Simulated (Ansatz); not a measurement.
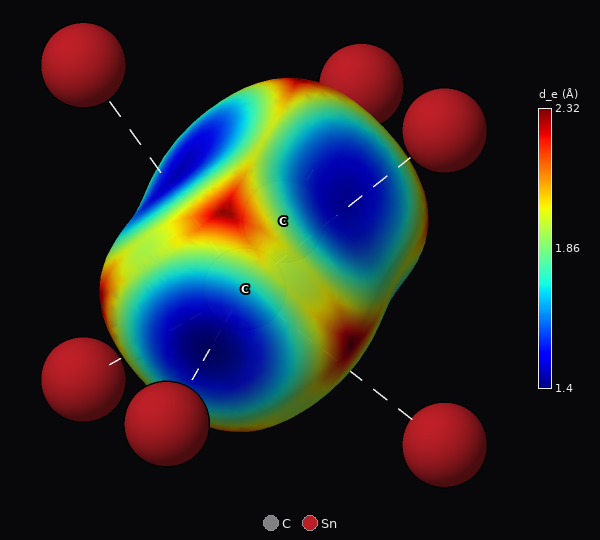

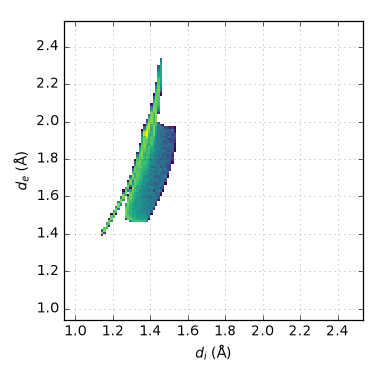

Hirshfeld surface computed for one C2 unit (covalently bonded non-metal atoms) in SnC₂ in space group I4/mmm, coloured by d_e. Dashed lines lead to the closest neighbours outside. The second picture is its fingerprint plot, coloured by area on a logarithmic scale (dark little, yellow much).

The surface is where the fragment's share of the procrystal density (the sum of the densities of spherically averaged neutral Hartree-Fock atoms) equals one half. d_i and d_e are the distances from the surface to the nearest nucleus inside and outside. From Rb on the atoms have core potentials, so only their outer electrons count.

Source of the atomic positions: the end point of a relaxation (final pressure about 13 GPa) with DFT PBE, scalar-relativistic, plane waves, PAW in Ansatz; the starting structure was generated, so it need not be a known form of this composition.

```
CELL_PARAMETERS angstrom
3.80154 0.00000 0.00000
0.00000 3.80154 0.00000
0.00000 0.00000 6.34626
ATOMIC_POSITIONS crystal
Sn 0.00000 0.00000 0.00000
C 0.50000 0.50000 0.09956
C 0.00000 0.00000 0.40044
Sn 0.50000 0.50000 0.50000
C 0.00000 0.00000 0.59956
C 0.50000 0.50000 0.90044
```

Question: What is the shortest distance from the fragment to an atom outside it?

Answer: C–Sn, 2.54 Å.

Question: How is the surface shared among contacts (nearest atom inside ··· nearest atom outside)?

Answer: C···Sn 91 %, C···C 9.5 %. The surface faces 6 neighbours with more than 2 % of its area each: 6 Sn.

Question: Give the size and shape of the surface.

Answer: It encloses about 17.3 Å³, has an area of about 34 Å² and a globularity of 0.95 (1 for a sphere).

Question: Where does the fingerprint reach closest to the origin?

Answer: The smallest d_i + d_e is about 2.5 Å, which belongs to the shortest contact, C···Sn at 2.54 Å; d_e runs from 1.40 to 2.32 Å.
